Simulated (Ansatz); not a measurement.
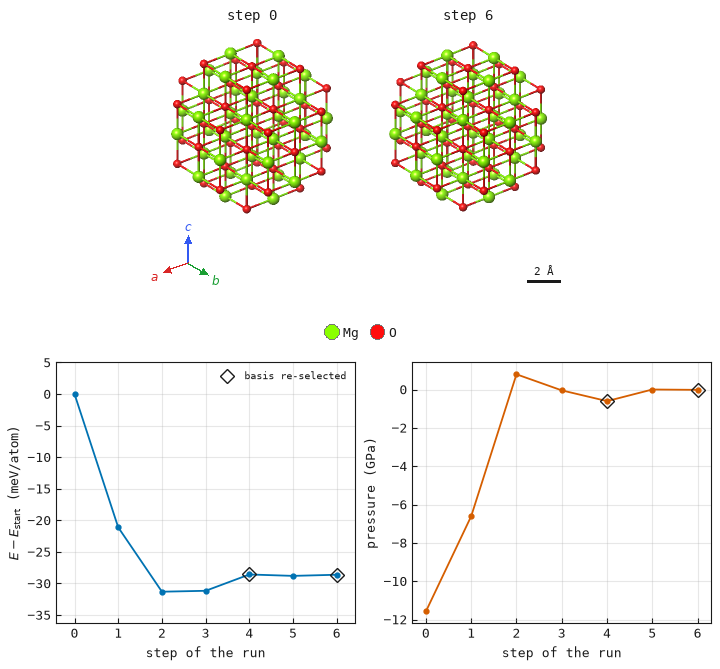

First and last geometry of a relaxation of crystalline MgO (set up in Fm-3m) (coarse preliminary run), with the history of the run. A ball-and-stick model of the conventional cell (4 times the calculation's cell), seen from a free direction. Lengths and directions refer to the drawn axes.

The calculation used Ansatz 0.2.0, DFT LDA, scalar-relativistic, plane waves, PAW. Set-up: plane-wave cutoff 420 eV; k-point mesh 8 × 8 × 8; occupations gaussian; smearing width 0.1 eV; no spin polarisation; cell and atoms relaxed; force threshold 0.05 eV/Å; at most 80 steps.

### Read the history and describe the run.

It converged. After 4 accepted moves (6 points after the start) the energy has fallen by 28.6 meV per atom. All forces vanish by symmetry, so only the cell relaxes. The pressure goes from −11.58 to −0.02 GPa. At 2 points the geometry stayed and the basis and grid were re-selected for the new cell (energy shift of 2.6 meV per atom at most each time). The atoms keep their places relative to the cell (all moves are under 0.005 Å). The drawn cell changes as follows: a = b = c 4.270 → 4.159 Å (−2.6 %); the volume changes by −7.6 %. Near-neighbour distances that change, for instance: Mg–O 2.135 → 2.080 Å. The space group stays Fm-3m (No. 225). The run took 12 s on 1 thread of Intel(R) Xeon(R) Processor @ 2.50GHz (Skylake/Cascade Lake) (shared host), peak memory 0.29 GiB.
